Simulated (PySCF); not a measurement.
# C₄H₆BN: NMR shifts at several levels of theory, part 2 of 2

PySCF 2.14.0. Atoms count from 0.

## (8) Shielding tensors: OPBE/pcSseg-2

What the job is given:

```
{"job": {"kind": "nmr", "xc": "OPBE", "basis": "pcSseg-2", "pop": false}, "charge": 0, "multiplicity": 1}
B      2.186255    -0.345617     0.213515
N      0.773808    -0.235670     0.139416
C      0.047829     0.932694    -0.078944
C     -1.282368     0.633491    -0.087691
C     -1.402125    -0.782518     0.134124
C     -0.139745    -1.279633     0.267060
H      2.668781    -1.432709     0.406146
H      2.846974     0.653155     0.079579
H      0.567578     1.879062    -0.208804
H     -2.097372     1.339273    -0.237139
H     -2.325413    -1.356818     0.184745
H      0.213913    -2.292739     0.443665
```

With the program's defaults for keys left out, this is: GIAO OPBE/pcSseg-2 NMR shielding, non-relativistic, gas phase.

Standard output:

```text
coarse grid: 10216 points
cycle   1  E = -235.5653029039  dE =  6.779e-01  |g| = 4.425e-01  |ddm| = 2.499e+00
cycle   2  E = -235.4759392238  dE =  8.936e-02  |g| = 7.120e-01  |ddm| = 8.491e-01
cycle   3  E = -235.6080400119  dE = -1.321e-01  |g| = 1.991e-01  |ddm| = 5.947e-01
cycle   4  E = -235.6191791484  dE = -1.114e-02  |g| = 6.567e-02  |ddm| = 1.999e-01
cycle   5  E = -235.6201385397  dE = -9.594e-04  |g| = 2.838e-02  |ddm| = 5.813e-02
cycle   6  E = -235.6203205197  dE = -1.820e-04  |g| = 6.120e-03  |ddm| = 1.989e-02
cycle   7  E = -235.6203269408  dE = -6.421e-06  |g| = 2.388e-03  |ddm| = 4.083e-03
final grid: 99264 points
cycle   8  E = -235.6131415752  dE = -3.046e-04  |g| = 1.017e-02  |ddm| = 1.309e-01
cycle   9  E = -235.6131235166  dE =  1.806e-05  |g| = 1.329e-02  |ddm| = 1.964e-02
cycle  10  E = -235.6131699201  dE = -4.640e-05  |g| = 1.932e-03  |ddm| = 1.017e-02
cycle  11  E = -235.6131708638  dE = -9.438e-07  |g| = 5.724e-04  |ddm| = 2.120e-03
cycle  12  E = -235.6131709266  dE = -6.273e-08  |g| = 4.000e-04  |ddm| = 7.607e-04
cycle  13  E = -235.6131709707  dE = -4.414e-08  |g| = 9.286e-05  |ddm| = 3.080e-04
cycle  14  E = -235.6131709724  dE = -1.658e-09  |g| = 4.182e-05  |ddm| = 6.768e-05
cycle  15  E = -235.6131709728  dE = -3.756e-10  |g| = 4.070e-06  |ddm| = 2.332e-05
converged SCF energy = -235.6131709728

GIAO shielding tensors (ppm)
atom      isotropic    diamagn.    paramagn.     s11        s22        s33       span
  0 B       53.184     196.629    -143.444      7.161     42.491    109.901    102.741
  1 N       29.644     322.789    -293.145    -93.611    -10.253    192.796    286.408
  2 C       53.469     260.081    -206.612    -27.107     66.513    121.002    148.109
  3 C       64.115     259.591    -195.477    -19.914     59.079    153.179    173.094
  4 C       64.131     259.505    -195.374    -19.889     59.075    153.208    173.097
  5 C       53.400     260.116    -206.716    -27.186     66.541    120.844    148.030
  6 H       25.454      29.627      -4.172     23.965     24.780     27.618      3.654
  7 H       25.458      30.081      -4.623     23.976     24.780     27.618      3.642
  8 H       24.094      32.594      -8.500     21.788     24.377     26.117      4.329
  9 H       24.525      30.438      -5.913     22.759     24.727     26.089      3.330
 10 H       24.528      29.818      -5.290     22.759     24.734     26.091      3.333
 11 H       24.093      31.612      -7.520     21.788     24.374     26.116      4.328
```

It took 46 s on 1 thread of Arm Neoverse V2, shared host; peak memory 0.94 GiB.

In short: δ C2 131.0, C3 120.3, B0 44.5, N1 233.2, H8 7.11, H9 6.67 ppm (means over like atoms).

## (9) NMR shieldings: KT2/pcSseg-2

Same as in step 8 but for these lines:

```diff
@@ -1,2 +1,2 @@
-{"job": {"kind": "nmr", "xc": "OPBE", "basis": "pcSseg-2", "pop": false}, "charge": 0, "multiplicity": 1}
+{"job": {"kind": "nmr", "xc": "KT2", "basis": "pcSseg-2", "pop": false}, "charge": 0, "multiplicity": 1}
 B      2.186255    -0.345617     0.213515
```

Method: GIAO KT2/pcSseg-2 NMR shielding, non-relativistic, gas phase.

Standard output:

```text
coarse grid: 10216 points
cycle   1  E = -239.8523174007  dE =  7.051e-01  |g| = 4.337e-01  |ddm| = 3.247e+00
cycle   2  E = -239.7587452064  dE =  9.357e-02  |g| = 7.180e-01  |ddm| = 9.631e-01
cycle   3  E = -239.8967074807  dE = -1.380e-01  |g| = 1.730e-01  |ddm| = 6.770e-01
cycle   4  E = -239.9053996887  dE = -8.692e-03  |g| = 6.041e-02  |ddm| = 1.953e-01
cycle   5  E = -239.9062548354  dE = -8.551e-04  |g| = 2.601e-02  |ddm| = 6.138e-02
cycle   6  E = -239.9064075562  dE = -1.527e-04  |g| = 5.115e-03  |ddm| = 2.001e-02
cycle   7  E = -239.9064122004  dE = -4.644e-06  |g| = 2.001e-03  |ddm| = 3.737e-03
final grid: 99264 points
cycle   8  E = -239.9260543108  dE = -4.123e-04  |g| = 8.075e-03  |ddm| = 4.134e-01
cycle   9  E = -239.9260356556  dE =  1.866e-05  |g| = 1.121e-02  |ddm| = 1.753e-02
cycle  10  E = -239.9260673830  dE = -3.173e-05  |g| = 2.751e-03  |ddm| = 9.989e-03
cycle  11  E = -239.9260692019  dE = -1.819e-06  |g| = 8.519e-04  |ddm| = 2.864e-03
cycle  12  E = -239.9260693384  dE = -1.365e-07  |g| = 6.125e-04  |ddm| = 1.117e-03
cycle  13  E = -239.9260694354  dE = -9.700e-08  |g| = 1.045e-04  |ddm| = 4.862e-04
cycle  14  E = -239.9260694375  dE = -2.047e-09  |g| = 2.849e-05  |ddm| = 6.370e-05
cycle  15  E = -239.9260694377  dE = -1.889e-10  |g| = 6.399e-06  |ddm| = 2.694e-05
converged SCF energy = -239.9260694377

GIAO shielding tensors (ppm)
atom      isotropic    diamagn.    paramagn.     s11        s22        s33       span
  0 B       55.472     194.964    -139.492     11.056     46.394    108.965     97.909
  1 N       22.712     318.232    -295.520   -103.762    -19.807    191.706    295.468
  2 C       54.092     258.756    -204.664    -24.592     67.545    119.323    143.915
  3 C       65.856     255.396    -189.540    -17.563     62.903    152.227    169.790
  4 C       65.875     255.129    -189.254    -17.536     62.899    152.261    169.796
  5 C       54.021     258.264    -204.243    -24.671     67.582    119.152    143.824
  6 H       25.607      29.098      -3.491     24.398     24.718     27.703      3.305
  7 H       25.610      29.660      -4.049     24.409     24.718     27.704      3.294
  8 H       24.161      31.656      -7.495     21.884     24.648     25.952      4.068
  9 H       24.586      30.203      -5.617     22.758     25.069     25.929      3.171
 10 H       24.589      29.594      -5.006     22.758     25.075     25.932      3.174
 11 H       24.160      30.615      -6.455     21.884     24.646     25.951      4.067
```

It took 50 s on 1 thread of Arm Neoverse V2, shared host; peak memory 0.94 GiB.

In short: δ C2 128.2, C3 116.4, B0 42.8, N1 237.4, H8 7.02, H9 6.59 ppm (means over like atoms).

## (10) Shielding tensors: KT3/pcSseg-2

Same as in step 9 but for these lines:

```diff
@@ -1,2 +1,2 @@
-{"job": {"kind": "nmr", "xc": "KT2", "basis": "pcSseg-2", "pop": false}, "charge": 0, "multiplicity": 1}
+{"job": {"kind": "nmr", "xc": "KT3", "basis": "pcSseg-2", "pop": false}, "charge": 0, "multiplicity": 1}
 B      2.186255    -0.345617     0.213515
```

Method: GIAO KT3/pcSseg-2 NMR shielding, non-relativistic, gas phase.

Standard output:

```text
coarse grid: 10216 points
cycle   1  E = -239.5164928011  dE =  6.937e-01  |g| = 4.447e-01  |ddm| = 3.019e+00
cycle   2  E = -239.4159055351  dE =  1.006e-01  |g| = 7.393e-01  |ddm| = 9.353e-01
cycle   3  E = -239.5645325633  dE = -1.486e-01  |g| = 1.722e-01  |ddm| = 6.380e-01
cycle   4  E = -239.5729732118  dE = -8.441e-03  |g| = 6.362e-02  |ddm| = 1.926e-01
cycle   5  E = -239.5739174003  dE = -9.442e-04  |g| = 2.723e-02  |ddm| = 6.121e-02
cycle   6  E = -239.5740842736  dE = -1.669e-04  |g| = 5.484e-03  |ddm| = 1.866e-02
cycle   7  E = -239.5740894741  dE = -5.200e-06  |g| = 2.161e-03  |ddm| = 3.812e-03
final grid: 99264 points
cycle   8  E = -239.5877121622  dE = -3.566e-04  |g| = 4.016e-03  |ddm| = 3.242e-01
cycle   9  E = -239.5877093436  dE =  2.819e-06  |g| = 5.098e-03  |ddm| = 5.599e-03
cycle  10  E = -239.5877144339  dE = -5.090e-06  |g| = 1.248e-03  |ddm| = 3.266e-03
cycle  11  E = -239.5877147037  dE = -2.698e-07  |g| = 5.095e-04  |ddm| = 9.181e-04
cycle  12  E = -239.5877147608  dE = -5.715e-08  |g| = 1.684e-04  |ddm| = 4.261e-04
cycle  13  E = -239.5877147668  dE = -5.921e-09  |g| = 7.856e-05  |ddm| = 1.648e-04
cycle  14  E = -239.5877147684  dE = -1.681e-09  |g| = 1.294e-05  |ddm| = 6.354e-05
cycle  15  E = -239.5877147685  dE = -5.116e-11  |g| = 3.467e-06  |ddm| = 1.534e-05
converged SCF energy = -239.5877147685

GIAO shielding tensors (ppm)
atom      isotropic    diamagn.    paramagn.     s11        s22        s33       span
  0 B       56.884     194.794    -137.911     14.810     47.236    108.604     93.794
  1 N       28.525     318.641    -290.116    -93.902    -12.317    191.792    285.694
  2 C       54.795     259.198    -204.402    -23.650     68.127    119.909    143.560
  3 C       66.244     258.023    -191.779    -16.216     63.474    151.473    167.689
  4 C       66.260     257.805    -191.545    -16.191     63.468    151.503    167.694
  5 C       54.727     258.824    -204.097    -23.731     68.160    119.752    143.483
  6 H       25.917      29.489      -3.572     24.732     25.019     27.999      3.267
  7 H       25.920      30.029      -4.108     24.742     25.019     28.000      3.258
  8 H       24.334      32.315      -7.981     22.063     24.796     26.143      4.081
  9 H       24.807      30.068      -5.261     23.002     25.235     26.183      3.181
 10 H       24.810      29.381      -4.571     23.002     25.242     26.185      3.184
 11 H       24.333      31.236      -6.902     22.063     24.794     26.142      4.079
```

Run time: 47 s. Hardware: 1 thread of Arm Neoverse V2, shared host; peak memory 0.94 GiB.

In short: δ C2 126.5, C3 115.1, B0 41.8, N1 230.2, H8 7.02, H9 6.55 ppm (means over like atoms).

## (11) Nuclear shieldings: B97-D/pcSseg-2

Same as in step 10 but for these lines:

```diff
@@ -1,2 +1,2 @@
-{"job": {"kind": "nmr", "xc": "KT3", "basis": "pcSseg-2", "pop": false}, "charge": 0, "multiplicity": 1}
+{"job": {"kind": "nmr", "xc": "B97-D", "basis": "pcSseg-2", "pop": false}, "charge": 0, "multiplicity": 1}
 B      2.186255    -0.345617     0.213515
```

Method: GIAO B97-D/pcSseg-2 NMR shielding, non-relativistic, gas phase.

Standard output:

```text
coarse grid: 10216 points
cycle   1  E = -235.4838374754  dE =  6.591e-01  |g| = 4.529e-01  |ddm| = 2.506e+00
cycle   2  E = -235.3799302538  dE =  1.039e-01  |g| = 7.542e-01  |ddm| = 8.915e-01
cycle   3  E = -235.5301734606  dE = -1.502e-01  |g| = 1.868e-01  |ddm| = 6.508e-01
cycle   4  E = -235.5399108427  dE = -9.737e-03  |g| = 6.958e-02  |ddm| = 2.012e-01
cycle   5  E = -235.5410249179  dE = -1.114e-03  |g| = 2.927e-02  |ddm| = 6.288e-02
cycle   6  E = -235.5412134091  dE = -1.885e-04  |g| = 6.521e-03  |ddm| = 2.063e-02
cycle   7  E = -235.5412208035  dE = -7.394e-06  |g| = 2.482e-03  |ddm| = 4.540e-03
final grid: 99264 points
cycle   8  E = -235.5438055863  dE = -1.659e-04  |g| = 8.576e-03  |ddm| = 1.373e-01
cycle   9  E = -235.5437585961  dE =  4.699e-05  |g| = 1.666e-02  |ddm| = 1.595e-02
cycle  10  E = -235.5438215770  dE = -6.298e-05  |g| = 6.962e-04  |ddm| = 9.610e-03
cycle  11  E = -235.5438216708  dE = -9.385e-08  |g| = 2.381e-04  |ddm| = 7.045e-04
cycle  12  E = -235.5438216821  dE = -1.124e-08  |g| = 1.537e-04  |ddm| = 3.410e-04
cycle  13  E = -235.5438216877  dE = -5.632e-09  |g| = 5.693e-05  |ddm| = 1.332e-04
cycle  14  E = -235.5438216885  dE = -7.723e-10  |g| = 1.648e-05  |ddm| = 4.773e-05
converged SCF energy = -235.5438216885

GIAO shielding tensors (ppm)
atom      isotropic    diamagn.    paramagn.     s11        s22        s33       span
  0 B       52.717     194.866    -142.149      9.816     42.087    106.249     96.433
  1 N       21.404     321.658    -300.254   -102.749    -21.828    188.790    291.539
  2 C       47.037     256.495    -209.458    -34.923     60.878    115.154    150.077
  3 C       58.172     254.203    -196.031    -27.905     54.125    148.294    176.199
  4 C       58.191     254.013    -195.822    -27.879     54.122    148.330    176.209
  5 C       46.971     256.222    -209.251    -35.000     60.917    114.996    149.996
  6 H       25.859      29.710      -3.851     24.442     25.112     28.023      3.581
  7 H       25.863      30.093      -4.230     24.452     25.112     28.023      3.571
  8 H       24.367      32.266      -7.899     22.184     24.606     26.311      4.127
  9 H       24.796      31.354      -6.558     23.141     24.904     26.342      3.201
 10 H       24.798      30.909      -6.111     23.140     24.911     26.344      3.203
 11 H       24.366      31.458      -7.092     22.184     24.601     26.312      4.128
```

Run time: 44 s. Hardware: 1 thread of Arm Neoverse V2, shared host; peak memory 0.94 GiB.

In short: δ C2 132.0, C3 120.8, B0 43.6, N1 236.5, H8 7.03, H9 6.60 ppm (means over like atoms).

## (12) NMR shieldings: B3LYP/pcSseg-2

Same as in step 11 but for these lines:

```diff
@@ -1,2 +1,2 @@
-{"job": {"kind": "nmr", "xc": "B97-D", "basis": "pcSseg-2", "pop": false}, "charge": 0, "multiplicity": 1}
+{"job": {"kind": "nmr", "xc": "B3LYP", "basis": "pcSseg-2", "pop": false}, "charge": 0, "multiplicity": 1}
 B      2.186255    -0.345617     0.213515
```

With the program's defaults for keys left out, this is: GIAO B3LYP/pcSseg-2 NMR shielding, non-relativistic, gas phase.

Standard output:

```text
coarse grid: 10216 points
cycle   1  E = -235.6873281553  dE =  8.269e-01  |g| = 3.751e-01  |ddm| = 2.422e+00
cycle   2  E = -235.6576196808  dE =  2.971e-02  |g| = 4.995e-01  |ddm| = 7.297e-01
cycle   3  E = -235.7225480637  dE = -6.493e-02  |g| = 1.049e-01  |ddm| = 4.393e-01
cycle   4  E = -235.7252030947  dE = -2.655e-03  |g| = 4.278e-02  |ddm| = 1.084e-01
cycle   5  E = -235.7256275899  dE = -4.245e-04  |g| = 1.570e-02  |ddm| = 3.655e-02
cycle   6  E = -235.7256806033  dE = -5.301e-05  |g| = 3.366e-03  |ddm| = 1.204e-02
cycle   7  E = -235.7256826248  dE = -2.022e-06  |g| = 9.162e-04  |ddm| = 2.029e-03
final grid: 99264 points
cycle   8  E = -235.7399239877  dE = -8.538e-05  |g| = 5.442e-03  |ddm| = 6.455e-02
cycle   9  E = -235.7399171141  dE =  6.874e-06  |g| = 7.580e-03  |ddm| = 9.063e-03
cycle  10  E = -235.7399313197  dE = -1.421e-05  |g| = 7.955e-04  |ddm| = 5.190e-03
cycle  11  E = -235.7399314073  dE = -8.753e-08  |g| = 4.587e-04  |ddm| = 7.676e-04
cycle  12  E = -235.7399314475  dE = -4.025e-08  |g| = 1.310e-04  |ddm| = 3.072e-04
cycle  13  E = -235.7399314518  dE = -4.257e-09  |g| = 4.721e-05  |ddm| = 1.351e-04
cycle  14  E = -235.7399314523  dE = -5.575e-10  |g| = 8.340e-06  |ddm| = 3.744e-05
converged SCF energy = -235.7399314523

GIAO shielding tensors (ppm)
atom      isotropic    diamagn.    paramagn.     s11        s22        s33       span
  0 B       48.552     192.930    -144.378      3.246     36.229    106.181    102.934
  1 N       15.293     320.822    -305.530   -115.784    -29.381    191.044    306.829
  2 C       40.796     254.427    -213.631    -49.028     56.010    115.406    164.434
  3 C       53.053     252.570    -199.518    -39.804     49.633    149.329    189.133
  4 C       53.069     252.411    -199.342    -39.778     49.623    149.360    189.138
  5 C       40.727     254.185    -213.457    -49.103     56.045    115.239    164.343
  6 H       25.805      29.723      -3.918     24.341     24.995     28.080      3.739
  7 H       25.809      30.047      -4.238     24.351     24.995     28.080      3.729
  8 H       24.279      32.175      -7.896     21.962     24.443     26.432      4.470
  9 H       24.721      31.397      -6.677     22.950     24.789     26.423      3.473
 10 H       24.724      30.999      -6.275     22.950     24.796     26.425      3.475
 11 H       24.278      31.466      -7.188     21.962     24.439     26.433      4.471
```

It took 33 s on 1 thread of Arm Neoverse V2, shared host; peak memory 1.2 GiB.

Key values: δ C2 138.4, C3 126.1, B0 47.8, N1 243.2, H8 7.11, H9 6.67 ppm (means over like atoms).

## (13) Run by run: NMR shifts

Shifts (ppm), means over like atoms, with basis size and wall time:

```
           run     C2     C3    H8    H9    H6    B0     N1  functions  time
   HF/pcSseg-2  139.7  123.2  7.33  6.69  5.38  47.2  209.8        300  18 s
  LDA/pcSseg-2  141.8  130.5  7.09  6.79  5.98  51.8  262.9        300  36 s
  PBE/pcSseg-2  136.1  124.9  7.06  6.68  5.76  46.9  248.6        300  45 s
 BLYP/pcSseg-2  136.2  124.9  7.03  6.62  5.61  46.3  250.4        300  46 s
 BP86/pcSseg-2  135.8  124.7  7.05  6.66  5.72  46.3  246.2        300  42 s
 OPBE/pcSseg-2  131.0  120.3  7.11  6.67  5.74  44.5  233.2        300  46 s
  KT2/pcSseg-2  128.2  116.4  7.02  6.59  5.57  42.8  237.4        300  50 s
  KT3/pcSseg-2  126.5  115.1  7.02  6.55  5.44  41.8  230.2        300  47 s
B97-D/pcSseg-2  132.0  120.8  7.03  6.60  5.54  43.6  236.5        300  44 s
B3LYP/pcSseg-2  138.4  126.1  7.11  6.67  5.58  47.8  243.2        300  33 s
```

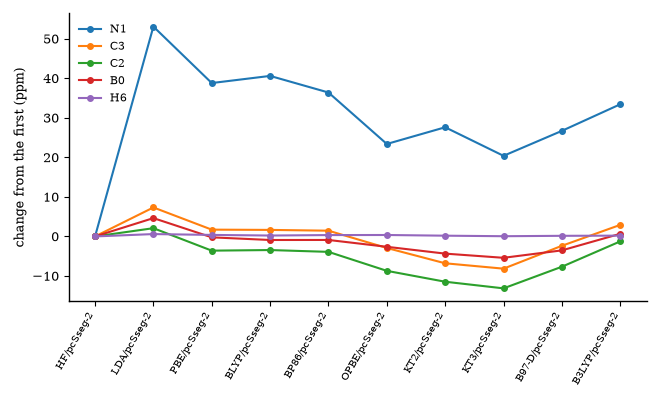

How five of the tabulated atoms move from run to run.

## (14) Outcome

What follows sums up all 2 parts.

| quantity | value |
| --- | --- |
| point group | C2v |
| rotational constants (main isotopes) | 8.74, 3.86, 2.68 GHz |
| ¹³C shifts against TMS (HF/pcSseg-2, means over atoms taken as alike) | 139.7, 123.2 ppm |
| ¹H shifts against TMS (HF/pcSseg-2, means over atoms taken as alike) | 7.33, 6.69, 5.38 ppm |
| ¹¹B shifts against BF3·OEt2 (HF/pcSseg-2) | 47.2 ppm |
| ¹⁵N shifts against NH3 (HF/pcSseg-2) | 209.8 ppm |
| range of the shift of N1 | 209.8 to 262.9 ppm |

**Reading.** Single values in the summary come from the first sound run of each kind (HF/pcSseg-2), which need not be the best level. The start of the PBE0/def2-SVP relaxation was shaken at random by about 0.01 Å, so part of the energy gained, and of the first lengths quoted, undoes that. Relaxing lowered the energy by 0.205 eV in 7 steps; the close pair that moved most is B0–H6, from 1.142 to 1.205 Å. At HF/pcSseg-2: The largest span, 293 ppm, is at N1, where the paramagnetic term is -277 ppm. NICS(1)zz of -27 ppm above the planar ring from N1 marks a diatropic (aromatic) ring current. In ppm, N1 moves most: its shift spreads over 53.1 ppm, from 209.8 (HF/pcSseg-2) to 262.9 (LDA/pcSseg-2).
